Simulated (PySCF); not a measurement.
SMILES c1c(sc(c1)F)[Si](F)(F)F (C₄H₂F₄SSi) at its GFN2-xTB optimised geometry (Å):

```
12

F     -1.8497    -2.9669     0.0000
C     -1.0622    -1.8955     0.0000
C      0.2969    -1.8955     0.0000
C      0.8002    -0.5819     0.0000
C     -0.1676     0.3874    -0.0002
Si     0.0778     2.2215    -0.0001
F      1.6172     2.5971    -0.0082
F     -0.5421     2.9656     1.2542
F     -0.5554     2.9669    -1.2471
S     -1.7589    -0.3197    -0.0002
H      0.8958    -2.7866    -0.0001
H      1.8497    -0.3499    -0.0004
```

Calculation: PBE/def2-TZVP (PySCF). Cells within 0.4 Å of a nucleus heavier than hydrogen are left out (blank, or x).

Map of the log10 of the electron density (e/bohr³), floored at −4 on the plane z = 1.0 Å:

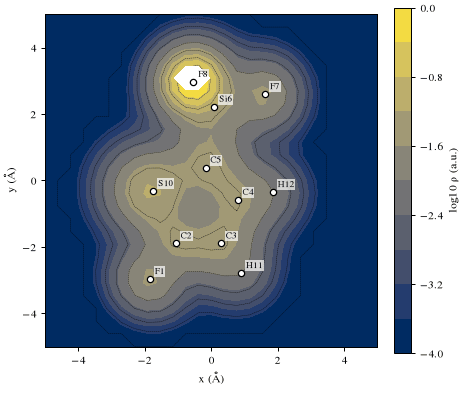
Figure. Log10 of the electron density (e/bohr³), floored at −4 on the plane z = 1.0 Å.
